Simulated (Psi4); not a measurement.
# UPBE/6-31G(d) (spherical functions, sweep point 4) run of AlNH3O (SMILES [NH2][Al][OH])

What is the vertical ionisation energy of AlNH3O at UPBE/6-31G* (spherical functions, sweep point 4)? 

The results are computed with Psi4 1.11.

4 further runs of the same task are left out: 4 set aside as unsound or not needed.

**1. The structure to begin with**

The species is AlNH3O (6 atoms), meant as a doublet with charge 0. SMILES: `[NH2][Al][OH]`. Geometry: relaxed at PBE0-D4/def2-TZVP. This is one conformer, not always the lowest.

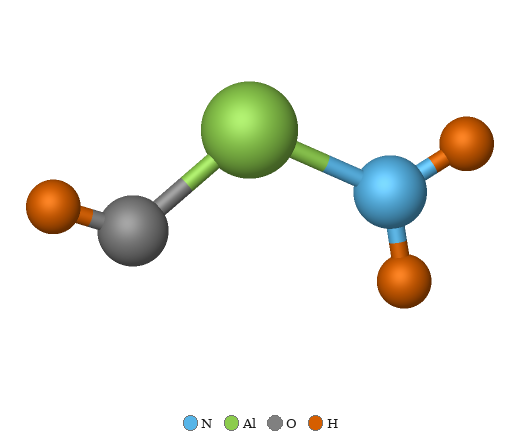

Viewed from a chosen angle; nitrogen blue, aluminium green, oxygen grey, hydrogen orange.

**2. A single-point energy at UPBE/6-31G(d) (spherical functions, sweep point 4)**

Input file calc.in:

```
memory 1.6 GB

molecule {
  0 2
  N     -1.74591797     0.45391222    -1.43770364
  Al     1.12476499     1.13629232     0.13360364
  O      2.25652197    -1.16879561     2.08096641
  H     -2.71043418    -1.17843321    -1.24192801
  H     -2.63560103     1.62818803    -2.63956945
  H      3.79022369    -0.99229519     3.01751468
  units au
  symmetry c1
}

set {
  basis                6-31G*
  reference            uks
  puream               true
  scf_type             pk
  dft_radial_points    50
  dft_spherical_points 194
  maxiter              150
}

energy('pbe')
```

Started as:

```sh
$ psi4 -n 1 calc.in calc.out
```

calc.out:

```text
[...]
  Running in c1 symmetry.
[...]
  Nuclear repulsion =   93.731213377113235
[...]
  Multiplicity = 2
[...]
  Nalpha       = 16
  Nbeta        = 15
[...]
    Number of basis functions: 52
[...]
   @UKS iter   1:  -373.32526850734411    3.60130e-02   2.29867e-02 DIIS/ADIIS
[...]
   @UKS iter  10:  -373.93419543705204   -6.10680e-09   4.78765e-07 DIIS
[...]
   @S^2 Observed:                7.522146151E-01
[...]
    Orbital Energies [Eh]
    ---------------------
    Alpha Occupied:
       1A    -55.369141     2A    -18.742844     3A    -13.960968
       4A     -3.919814     5A     -2.524808     6A     -2.523523
       7A     -2.519317     8A     -0.877039     9A     -0.743065
      10A     -0.442005    11A     -0.421406    12A     -0.356619
      13A     -0.288645    14A     -0.259324    15A     -0.204133
      16A     -0.162684
    Alpha Virtual:
      17A     -0.024259    18A      0.010081    19A      0.027718
      20A      0.099492    21A      0.127756    22A      0.142819
      23A      0.153118    24A      0.171235    25A      0.275297
[...]
  @UKS Final Energy:  -373.93419543705204
   => Energetics <=
    Nuclear Repulsion Energy =             93.7312133771132352
    One-Electron Energy =                -703.9665425549503652
    Two-Electron Energy =                 271.3652306673287740
    DFT Exchange-Correlation Energy =     -35.0640969265436695
    Empirical Dispersion Energy =           0.0000000000000000
    VV10 Nonlocal Energy =                  0.0000000000000000
    Total Energy =                       -373.9341954370520398
[...]
 Multipole Moments:
 ------------------------------------------------------------------------------------
     Multipole            Electronic (a.u.)      Nuclear  (a.u.)        Total (a.u.)
 ------------------------------------------------------------------------------------
 L = 1.  Multiply by 2.5417464519 to convert [e a0] to [Debye]
 Dipole X            :          1.9818011           -1.9880953           -0.0062942
 Dipole Y            :          1.3076993           -1.1262401            0.1814592
 Dipole Z            :          0.6532025           -0.7510462           -0.0978437
 Magnitude           :                                                    0.2062534
[...]
```

Run time: 2 s. Hardware: 1 thread of AMD EPYC 9R45 (Zen 5), shared host; peak memory 0.28 GiB.

**3. The singlet cation**

Input file calc.dat:

```
memory 1.6 GB

molecule {
  1 1
  N     -1.74591797     0.45391222    -1.43770364
  Al     1.12476499     1.13629232     0.13360364
  O      2.25652197    -1.16879561     2.08096641
  H     -2.71043418    -1.17843321    -1.24192801
  H     -2.63560103     1.62818803    -2.63956945
  H      3.79022369    -0.99229519     3.01751468
  units au
  symmetry c1
}

set basis 6-31G*
set reference rks
set puream true
set scf_type pk
set dft_radial_points 50
set dft_spherical_points 194

E, wfn = energy("pbe", return_wfn=True)
```

Started as:

```sh
$ psi4 calc.dat calc.out -n 1
```

calc.out:

```text
[...]
  Running in c1 symmetry.
[...]
  Nuclear repulsion =   93.731213377113235
[...]
  Multiplicity = 1
[...]
  Nalpha       = 15
  Nbeta        = 15
[...]
    Number of basis functions: 52
[...]
   @RKS iter   1:  -373.06966305583762    2.91618e-01   2.20418e-02 ADIIS/DIIS
[...]
   @RKS iter  10:  -373.65107639582402   -2.83092e-09   3.33939e-07 DIIS
[...]
    Orbital Energies [Eh]
    ---------------------
    Doubly Occupied:
       1A    -55.690727     2A    -19.001499     3A    -14.194484
       4A     -4.233870     5A     -2.839492     6A     -2.837421
       7A     -2.831292     8A     -1.123086     9A     -0.964682
      10A     -0.681934    11A     -0.638906    12A     -0.591517
      13A     -0.534411    14A     -0.499163    15A     -0.428670
[...]
  @RKS Final Energy:  -373.65107639582402
   => Energetics <=
    Nuclear Repulsion Energy =             93.7312133771132352
    One-Electron Energy =                -695.8405430817462047
    Two-Electron Energy =                 263.2214407574153938
    DFT Exchange-Correlation Energy =     -34.7631874486064376
    Empirical Dispersion Energy =           0.0000000000000000
    VV10 Nonlocal Energy =                  0.0000000000000000
    Total Energy =                       -373.6510763958240204
[...]
 Multipole Moments:
 ------------------------------------------------------------------------------------
     Multipole            Electronic (a.u.)      Nuclear  (a.u.)        Total (a.u.)
 ------------------------------------------------------------------------------------
 L = 1.  Multiply by 2.5417464519 to convert [e a0] to [Debye]
 Dipole X            :          2.6385440           -1.9880953            0.6504487
 Dipole Y            :          2.5382910           -1.1262401            1.4120509
 Dipole Z            :          0.4584220           -0.7510462           -0.2926242
 Magnitude           :                                                    1.5819609
[...]
```

Run time: 1.8 s. Hardware: 1 thread of AMD EPYC 9R45 (Zen 5), shared host; peak memory 0.28 GiB.

**4. What came out**

At UPBE/6-31G* (spherical functions, sweep point 4):

| quantity | value |
| --- | --- |
| doublet AlNH3O: total energy | -373.93420 Eh |
| doublet AlNH3O: dipole moment | 0.52 D |
| doublet AlNH3O: HOMO energy (highest over α and β) | -4.43 eV |
| doublet AlNH3O: LUMO energy (lowest over α and β) | -2.86 eV |
| doublet AlNH3O: ⟨S²⟩ | 0.752 |
| singlet cation: total energy | -373.65108 Eh |
| singlet cation: HOMO energy | -11.66 eV |
| singlet cation: LUMO energy | -10.75 eV |
| singlet cation: HOMO–LUMO gap | 0.92 eV |
| vertical ionisation energy (to the singlet cation) | 7.704 eV |

What this shows: The vertical ionisation energy comes to 7.70 eV (178 kcal/mol). Only the singlet of the ionised species was computed; a triplet could lie lower.
